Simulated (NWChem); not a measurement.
C2H4OSi: energy and gradient calculation (part 2 of 2)

C2H4OSi, SMILES O=C=C[SiH3]; TPSSh/cc-pVDZ, RKS (NWChem 7.2.2). The geometry comes from this level: PBE0-D4/def2-TZVP.

Geometry of the input (Å):
```
O  1.4344  -1.2849  1.9472
C  1.1869  -0.6447  1.0178
C  0.8669  0.0721  -0.0273
Si -0.9049  0.2786  -0.5079
H  1.6787  0.5273  -0.5831
H  -1.2911  1.7137  -0.4893
H  -1.1429  -0.2454  -1.8781
H  -1.7359  -0.4740  0.4650
```

**Output, continued**
```
             Grid Information
             ----------------
          Grid used for XC integration:  fine
          Radial quadrature: Mura-Knowles
          Angular quadrature: Lebedev.
          Tag              B.-S. Rad. Rad. Pts. Rad. Cut. Ang. Pts.
          ---              ---------- --------- --------- ---------
          O                   0.60       70          12.0       590
          C                   0.70       70          11.0       590
          Si                  1.10      123           9.0       770
          H                   0.35       60          11.0       590
          Grid pruning is: on
          Number of quadrature shells:   573
          Spatial weights used:  Erf1

          Convergence Information
          -----------------------
          Convergence aids based upon iterative change in
          total energy or number of iterations.
          Levelshifting, if invoked, occurs when the
          HOMO/LUMO gap drops below (HL_TOL):  1.00D-02
          DIIS, if invoked, will attempt to extrapolate
          using up to (NFOCK): 10 stored Fock matrices.

                    Damping( 0%)  Levelshifting(0.5)       DIIS
                  --------------- ------------------- ---------------
          dE  on:    start            ASAP                start
          dE off:    2 iters        100 iters           100 iters

      Screening Tolerance Information
      -------------------------------
          Density screening/tol_rho:  1.00D-11
          AO Gaussian exp screening on grid/accAOfunc:  18
          CD Gaussian exp screening on grid/accCDfunc:  20
          XC Gaussian exp screening on grid/accXCfunc:  20
          Schwarz screening/accCoul:  1.00D-09

      Superposition of Atomic Density Guess
      -------------------------------------

 Sum of atomic energies:        -440.92834725

      Non-variational initial energy
      ------------------------------

 Total energy =    -442.758186
 1-e energy   =    -878.216574
 2-e energy   =     298.481377
 HOMO         =      -0.267546
 LUMO         =       0.008252

  WARNING: movecs_in_org=atomic not equal to movecs_in=./c2h4osi.movecs
   Time after variat. SCF:      1.5

      3 Center 2 Electron Integral Information
      ----------------------------------------
          Maximum number of 3-center 2e- integrals is:          960000.
            This is reduced with Schwarz screening to:          600600.
            Incore requires a per proc buffer size of:          543301.
          Minimum dble words available (all nodes) is:       524279940
                   This is reduced (for later use) to:       523909279
                      proc 0 Suggested buffer size is:          543301
                         Max Suggested buffer size is:          543301
                              no. integral batches is:            1000

           0.543 MW buffer allocated for incore 3-center
          2e- integral storage on stack.

     ---------------------------------------------
      Total Density - Mulliken Population Analysis
     ---------------------------------------------

    Atom       Charge   Shell Charges
 -----------   ------   -------------------------------------------------------
    1 O    8     8.47   2.00  0.88  0.88  2.95  1.74  0.02
    2 C    6     5.32   2.00  0.72  0.43  1.50  0.52  0.15
    3 C    6     6.59   2.00  0.73  0.52  2.15  1.15  0.03
    4 Si  14    13.57   2.00  2.01  0.76  0.46  6.00  1.31  0.83  0.19
    5 H    1     0.85   0.63  0.18  0.04
    6 H    1     1.07   0.69  0.37  0.01
    7 H    1     1.07   0.69  0.37  0.01
    8 H    1     1.06   0.69  0.36  0.01
   Time prior to 1st pass:      1.6

 Integral file          = ./c2h4osi.aoints.0
 Record size in doubles =  65536        No. of integs per rec  =  43688
 Max. records in memory =    167        Max. records in file   = 851661
 No. of bits per label  =      8        No. of bits per value  =     64

 #quartets = 2.597D+05 #integrals = 5.011D+06 #direct =  0.0% #cached =100.0%

 Grid_pts file          = ./c2h4osi.gridpts.0
 Record size in doubles =  12289        No. of grid_pts per rec  =   3070
 Max. records in memory =    159        Max. recs in file   =   4541826

           Memory utilization after 1st SCF pass:
           Heap Space remaining (MW):       91.95            91951142
          Stack Space remaining (MW):      418.89           418885396

   convergence    iter        energy       DeltaE   RMS-Dens  Diis-err    time
 ---------------- ----- ----------------- --------- --------- ---------  ------
 d= 0,ls=0.0,diis     1   -443.3257021371 -5.80D+02  1.55D-02  6.32D-01     6.1
 d= 0,ls=0.0,diis     2   -443.1489673951  1.77D-01  1.09D-02  2.71D+00     7.7
 d= 0,ls=0.0,diis     3   -443.4024123323 -2.53D-01  3.51D-03  1.13D-01     9.3
 d= 0,ls=0.0,diis     4   -443.4096660745 -7.25D-03  1.80D-03  3.71D-02    11.0
 d= 0,ls=0.0,diis     5   -443.4146200443 -4.95D-03  3.47D-04  1.45D-03    12.8
  Resetting Diis
 d= 0,ls=0.0,diis     6   -443.4148544335 -2.34D-04  3.95D-05  1.08D-05    14.7
 d= 0,ls=0.0,diis     7   -443.4148560667 -1.63D-06  2.04D-05  1.36D-06    16.5
 d= 0,ls=0.0,diis     8   -443.4148560814 -1.47D-08  1.28D-05  1.53D-06    18.3
 d= 0,ls=0.0,diis     9   -443.4148562412 -1.60D-07  4.67D-06  4.28D-07    20.2
 d= 0,ls=0.0,diis    10   -443.4148562868 -4.56D-08  7.48D-07  7.63D-09    22.0
 d= 0,ls=0.0,diis    11   -443.4148562876 -7.97D-10  3.04D-07  8.60D-10    23.9

         Total DFT energy =     -443.414856287597
      One electron energy =     -881.009224856586
           Coulomb energy =      342.506358661402
    Exchange-Corr. energy =      -41.889001147404
 Nuclear repulsion energy =      136.977011054990

 Numeric. integr. density =       38.000000461816

     Total iterative time =     22.2s

     ---------------------------------------------
      Total Density - Mulliken Population Analysis
     ---------------------------------------------

    Atom       Charge   Shell Charges
 -----------   ------   -------------------------------------------------------
    1 O    8     8.10   2.01  0.87  0.87  2.81  1.52  0.02
    2 C    6     5.83   2.01  0.72  0.39  1.95  0.60  0.16
    3 C    6     6.29   2.01  0.64  0.48  2.14  0.97  0.04
    4 Si  14    13.71   2.00  2.02  0.73  0.45  6.01  1.53  0.70  0.27
    5 H    1     0.94   0.74  0.16  0.04
    6 H    1     1.04   0.74  0.28  0.02
    7 H    1     1.04   0.74  0.28  0.02
    8 H    1     1.04   0.74  0.29  0.02

     -------------------------------------------
      Total Density - Lowdin Population Analysis
     -------------------------------------------

    Atom       Charge   Shell Charges
 -----------   ------   -------------------------------------------------------
    1 O    8     7.88   1.90  0.84  0.72  2.64  1.74  0.04
    2 C    6     6.00   1.86  0.64  0.37  1.73  0.99  0.41
    3 C    6     6.31   1.87  0.57  0.41  1.94  1.39  0.13
    4 Si  14    13.66   2.00  1.80  0.66  0.42  5.92  1.45  1.01  0.41
    5 H    1     0.94   0.59  0.25  0.09
    6 H    1     1.07   0.63  0.40  0.04
    7 H    1     1.07   0.63  0.40  0.04
    8 H    1     1.06   0.63  0.40  0.04

 center of mass
 --------------
 x =   0.51864631 y =  -0.47490892 z =   0.69068722

 moments of inertia (a.u.)
 ------------------
         384.422527327283         143.644376409638        -233.984739227331
         143.644376409638         572.199108628006         164.890136807413
        -233.984739227331         164.890136807413         420.668629281553

     Multipole analysis of the density
     ---------------------------------

     L   x y z        total         alpha         beta         nuclear
     -   - - -        -----         -----         ----         -------
     0   0 0 0     -0.000000    -19.000000    -19.000000     38.000000

     1   1 0 0      0.061057     -8.131387     -8.131387     16.323831
     1   0 1 0      0.256190      7.963655      7.963655    -15.671120
     1   0 0 1     -0.355203    -11.444620    -11.444620     22.534038

     2   2 0 0    -22.285000    -99.865358    -99.865358    177.445716
     2   1 1 0      1.142401     41.128130     41.128130    -81.113860
     2   1 0 1     -1.424578    -66.557762    -66.557762    131.690947
     2   0 2 0    -24.389784    -48.475342    -48.475342     72.560901
     2   0 1 1      0.581372     48.234084     48.234084    -95.886797
     2   0 0 2    -25.016811    -91.941471    -91.941471    158.866131

 Parallel integral file used     115 records with       0 large values

            General Information
            -------------------
          SCF calculation type: DFT
          Wavefunction type:  closed shell.
          No. of atoms     :     8
          No. of electrons :    38
           Alpha electrons :    19
            Beta electrons :    19
          Charge           :     0
          Spin multiplicity:     1
          Use of symmetry is: off; symmetry adaption is: off
          Maximum number of iterations: 100
          AO basis - number of functions:    80
                     number of shells:    38
          A Charge density fitting basis will be used.
          CD basis - number of functions:   150
                     number of shells:    72
          Convergence on energy requested:  1.00D-08
          Convergence on density requested:  1.00D-05
          Convergence on gradient requested:  5.00D-04

              XC Information
              --------------
                  TPSS hybrid Method XC Functional
                     Hartree-Fock (Exact) Exchange  0.100
                  TPSS metaGGA Exchange Functional  0.900
             TPSS03 metaGGA Correlation Functional  1.000

             Grid Information
             ----------------
          Grid used for XC integration:  fine
          Radial quadrature: Mura-Knowles
          Angular quadrature: Lebedev.
          Tag              B.-S. Rad. Rad. Pts. Rad. Cut. Ang. Pts.
          ---              ---------- --------- --------- ---------
          O                   0.60       70          12.0       590
          C                   0.70       70          11.0       590
          Si                  1.10      123           9.0       770
          H                   0.35       60          11.0       590
          Grid pruning is: on
          Number of quadrature shells:   573
          Spatial weights used:  Erf1

          Convergence Information
          -----------------------
          Convergence aids based upon iterative change in
          total energy or number of iterations.
          Levelshifting, if invoked, occurs when the
          HOMO/LUMO gap drops below (HL_TOL):  1.00D-02
          DIIS, if invoked, will attempt to extrapolate
          using up to (NFOCK): 10 stored Fock matrices.

                    Damping( 0%)  Levelshifting(0.5)       DIIS
                  --------------- ------------------- ---------------
          dE  on:    start            ASAP                start
          dE off:    2 iters        100 iters           100 iters

      Screening Tolerance Information
      -------------------------------
          Density screening/tol_rho:  1.00D-11
          AO Gaussian exp screening on grid/accAOfunc:  18
          CD Gaussian exp screening on grid/accCDfunc:  20
          XC Gaussian exp screening on grid/accXCfunc:  20
          Schwarz screening/accCoul:  1.00D-09

  int_init: cando_txs set to always be  F
  intd_init: cando_txs set to always be  F

                            NWChem DFT Gradient Module
                            --------------------------

                                      C2H4OSi

  charge          =   0.00
  wavefunction    = closed shell

                         DFT ENERGY GRADIENTS

    atom               coordinates                        gradient
                 x          y          z           x          y          z
   1 O       2.710623  -2.428109   3.679674   -0.007939   0.019265  -0.028022
   2 C       2.242916  -1.218306   1.923363    0.001813  -0.007154   0.010283
   3 C       1.638203   0.136249  -0.051590   -0.008373  -0.005810   0.007318
   4 Si     -1.710013   0.526478  -0.959792    0.011900  -0.000759   0.002270
   5 H       3.172283   0.996453  -1.101899   -0.006717  -0.003487   0.004197
   6 H      -2.439825   3.238423  -0.924643    0.002766  -0.009547   0.000060
   7 H      -2.159768  -0.463739  -3.549094    0.001792   0.003350   0.009230
   8 H      -3.280375  -0.895730   0.878723    0.004759   0.004142  -0.005336

                 ----------------------------------------
                 |  Time  |  1-e(secs)   |  2-e(secs)   |
                 ----------------------------------------
                 |  CPU   |       0.01   |       9.64   |
                 ----------------------------------------
                 |  WALL  |       0.01   |       9.64   |
                 ----------------------------------------

 Task  times  cpu:       37.9s     wall:       38.1s
 Total times  cpu:       37.9s     wall:       38.1s
```

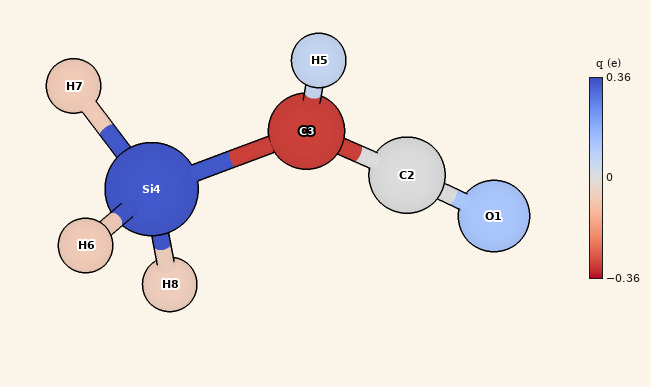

Löwdin charges, as the colour of each atom (ball-and-stick view, seen at a tilt; atoms are numbered from 1 in the order of the input). By element: O +0.12, C −0.31 to 0.00, Si +0.34 and H −0.07 to +0.06 e.

**Results in brief**

| quantity | value |
| --- | --- |
| outcome | converged |
| total energy | −443.414856 hartree |
| basis functions | 80 |
| largest force | 1.796 eV/Å |
| dipole moment | 1.12 D |
| wall time | 38 s (CPU time 38 s) |
| peak memory | 0.15 GiB |
